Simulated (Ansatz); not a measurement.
Run report: CH8GeSi, single-point calculation

CH8GeSi, computed with RKS PBE0-D4/def2-TZVPP (Ansatz 0.2.0).

The geometry is the product side of a reaction. The reaction was set up to form Si1–H3 and to break Si1–Ge2 and Ge2–H3 (atoms counted from 1 in the order of the input); sticks are drawn by distance alone. The geometry comes from this level: PBE0-D4/def2-TZVP.

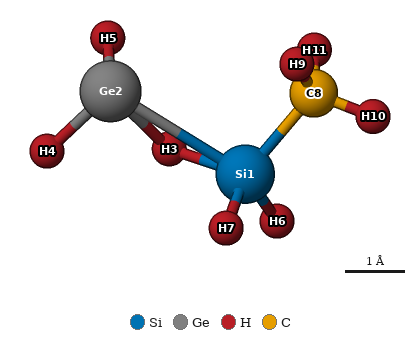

*The structure (ball-and-stick view, seen at a tilt; atoms are numbered from 1 in the order of the input). Sticks mark near contacts.*

Bond lengths as drawn: C–H 1.09 Å, C–Si 1.86 Å, Ge–H 1.58 to 1.84 Å, Ge–Si 2.74 Å and H–Si 1.48 to 1.57 Å.

**The input**
```yaml
crystal:
  periodic: [false, false, false]
  atoms:
    - {symbol: Si, position_ang: [-0.308443, 0.428043, 0.735443]}
    - {symbol: Ge, position_ang: [1.308141, 0.716810, -1.454880]}
    - {symbol: H, position_ang: [-0.328169, 1.083735, -0.689766]}
    - {symbol: H, position_ang: [1.215187, 2.276848, -1.696859]}
    - {symbol: H, position_ang: [0.310598, 0.344295, -2.627598]}
    - {symbol: H, position_ang: [-1.658577, 0.934033, 1.116701]}
    - {symbol: H, position_ang: [0.697378, 1.082413, 1.601101]}
    - {symbol: C, position_ang: [-0.302340, -1.431921, 0.750575]}
    - {symbol: H, position_ang: [0.708305, -1.824386, 0.638720]}
    - {symbol: H, position_ang: [-0.725121, -1.791941, 1.692207]}
    - {symbol: H, position_ang: [-0.916960, -1.817830, -0.065742]}
basis:
  gaussian: {orbitals: def2-TZVPP}
hamiltonian: {xc: pbe0, dispersion: d4}
output: {orbitals: {seedname: orbitals}}
```

Machine: 4 threads of Arm Neoverse V1, 23 GiB of memory available, shared host.

Command:
```bash
ansatz run in.yaml --threads 4 --pin off --events-out ev --progress --plain --max-ram 9574MiB
```

**Log**
```
Functional definition: PBE0
  name "PBE0"
  cite "Adamo & Barone, J. Chem. Phys. 110, 6158 (1999) doi:10.1063/1.478522"
  cite "Perdew, Burke & Ernzerhof, Phys. Rev. Lett. 77, 3865 (1996) doi:10.1103/PhysRevLett.77.3865"
  parent pbe
  parameter a = 0.25
  parameter kappa = 0.804
  parameter beta = 0.06672455060314922
  exchange = (1 - a)*pbe_x(kappa = kappa, mu = beta*pi^2/3) + a*exact_x
  correlation = pbe_c(beta = beta)
1344 factors; their error is unknown
mean field evaluation 1: about -65545.4900 eV, gradient 4.8e1 eV
mean field evaluation 2: about -65543.7205 eV, gradient 5.1e1 eV
mean field evaluation 4: about -65550.4961 eV, gradient 1.3e0 eV
mean field evaluation 8: about -65550.7821 eV, gradient 3.0e-1 eV
mean field evaluation 16: about -65550.7822 eV, gradient 3.2e-5 eV
mean field -65550.78224177 eV, -2408.9468154692 hartree, gradient 3.2e-5 eV, S^2 0.000000; 0 other end points of the search recorded, 0 dependent functions left out
reference -65550.78227429 eV, -2408.9468166641 hartree; 30, 30 occupied and 203, 203 virtual orbitals, 1344 factors
Total energy: -65550.96774508 eV, -2408.9536325900 hartree
```

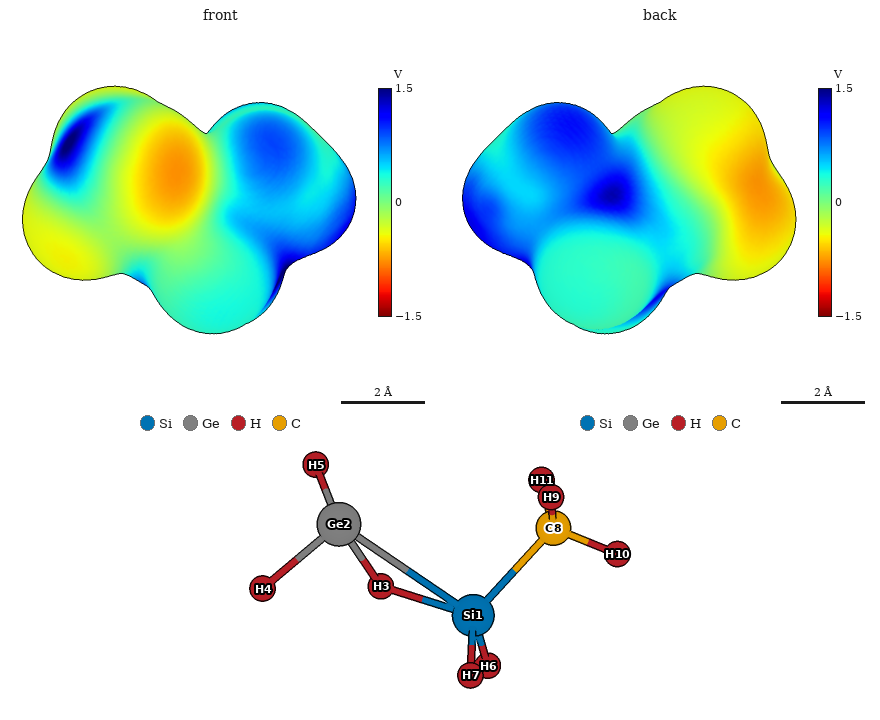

*The molecular electrostatic potential painted on the density surface at 0.002 e/bohr³, seen face on and from behind; the colour scale runs from red (negative) to blue (positive). The bare structure is drawn below in the same view.*

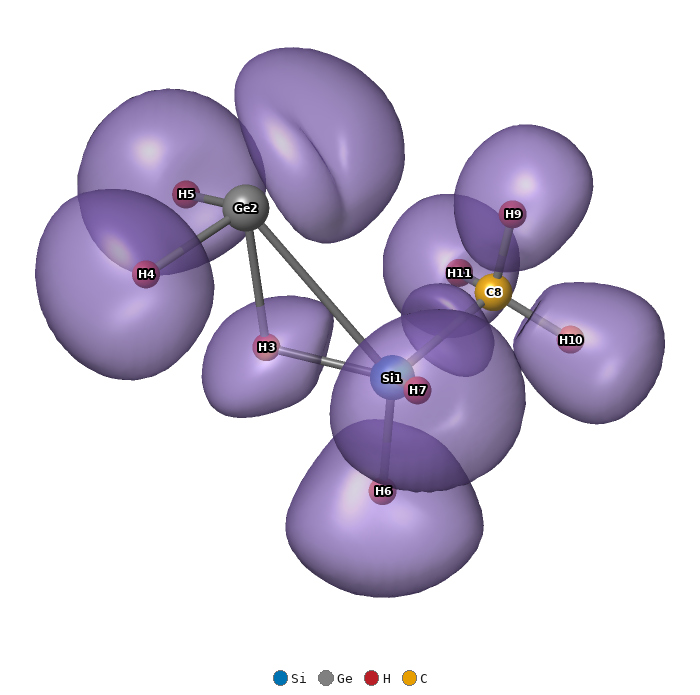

*Isosurface of the ELF at 0.8 (purple), seen at a tilt. Only the valence region is drawn (cores and ρ < 0.01 e/Å³ removed).*

Profiles from the grid: C–Si (1.86 Å): the ELF peaks at about 0.95 between the atoms (a shared electron pair). Si–Ge (2.74 Å): the ELF peaks at about 0.70 in the valence shell of Si, 1.1 Å from its nucleus, and is about 0.60 at the midpoint.

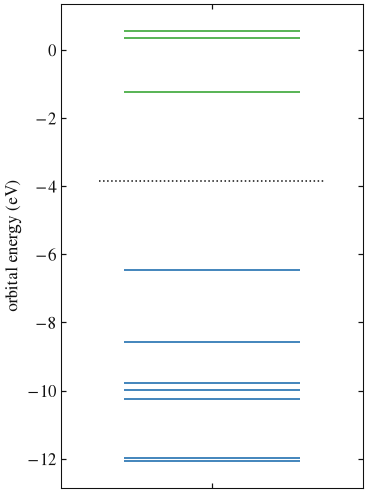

*Orbital energies near the frontier; the dotted line parts filled from empty levels, and levels within 0.02 eV of each other stand side by side.*

Highest filled −6.45 eV, lowest empty −1.24 eV, 5.21 eV apart.

**Results in brief**

| quantity | value |
| --- | --- |
| outcome | converged |
| total energy | −65550.9677 eV |
| mean-field energy | −65550.7823 eV |
| dispersion energy | −0.1855 eV |
| SCF solution under orbital rotations | stable |
| HOMO | −6.45 eV |
| LUMO | −1.24 eV |
| wall time | 3.6 s (CPU time 12 s) |
| peak memory | 0.57 GiB |
